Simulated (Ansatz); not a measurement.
ZrVC (P4/nmm): the Drude term of Re ε in the infrared

Re ε of ZrVC (P4/nmm) along x at low photon energies is read from one computed spectrum; the carriers' damping was typed as γ = 0.2 eV. x, y and z are the Cartesian axes of the input cell.

Symmetry: P4/nmm, No. 129, tetragonal system. Conventional cell: a = 3.343 Å, b = 3.343 Å, c = 6.741 Å, α = 90.00°, β = 90.00°, γ = 90.00°. Zr on site c has 5 C at 2.51 to 2.80 Å as nearest neighbours. Around V on site a lie 4 C at 2.28 Å and 4 V at 2.36 Å. Around C on site c lie 4 V at 2.28 Å and 4 Zr at 2.51 Å.

Method: Ansatz 0.2.0, PBE, independent particles, k-mesh 10×10×5 with interpolation inside its cells, Gaussian parameter 0.2 eV.

Launch of the response step: `ansatz run input.yaml --threads 2 --pin off --max-ram 5120MiB --backend cpu --events-out ev --progress --plain --runs-dir out`. The run took 4.5 min, on 2 threads of Arm Neoverse V2 (shared host).

| photon energy E (eV) | wavelength (µm) | Re ε |
| --- | --- | --- |
| 0.25 | 4.96 | -190.5 |
| 0.30 | 4.13 | -143.6 |
| 0.35 | 3.54 | -108.6 |
| 0.40 | 3.10 | -82.3 |
| 0.50 | 2.48 | -47.5 |
| 0.60 | 2.07 | -27.5 |
| 0.70 | 1.77 | ? |

A Drude term over a constant background gives Re ε = ε_b − ωp²/(E² + γ²), linear in 1/(E² + γ²).

Working, on the rows shown:

| x = 1/(E² + γ²) (eV⁻²) | y = Re ε |
| --- | --- |
| 9.7561 | -190.5 |
| 7.69231 | -143.6 |
| 6.15385 | -108.6 |
| 5 | -82.3 |
| 3.44828 | -47.5 |
| 2.5 | -27.5 |

Means: x̄ = 5.7584, ȳ = -100. Σ(x − x̄)(y − ȳ) = -820.5, Σ(x − x̄)² = 36.41. Slope = -820.5 / 36.41 = -22.54; intercept = ȳ − slope · x̄ = 29.769. The line misses the rows shown by at most 0.93.

What does the fit predict for the withheld row, and how well does it do?

At x = 1.8868 the line gives y = -12.751. The run gave -16.1, so the extrapolation is off by 3.3, 1.9 % of the range in the table.

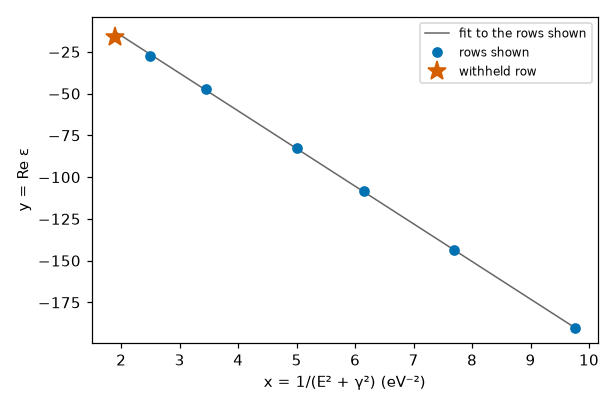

Refitted with all rows, the slope is -22.31 and the intercept 28.116. These give ωp = √(−slope) = 4.72 eV, against 4.96 eV from the program's Fermi-surface sum, and an intercept of 28.1. Taking the program's Drude term off the rows leaves 49 at the lowest energy and 30 at the highest, so the background isn't constant: interband transitions lie in or near the window, and neither fitted number can be trusted. The structure is a model and need not exist. The values come from a sum over the points of one k-mesh and carry its error, which is largest for Fermi-surface quantities. Spin-orbit coupling is left out.
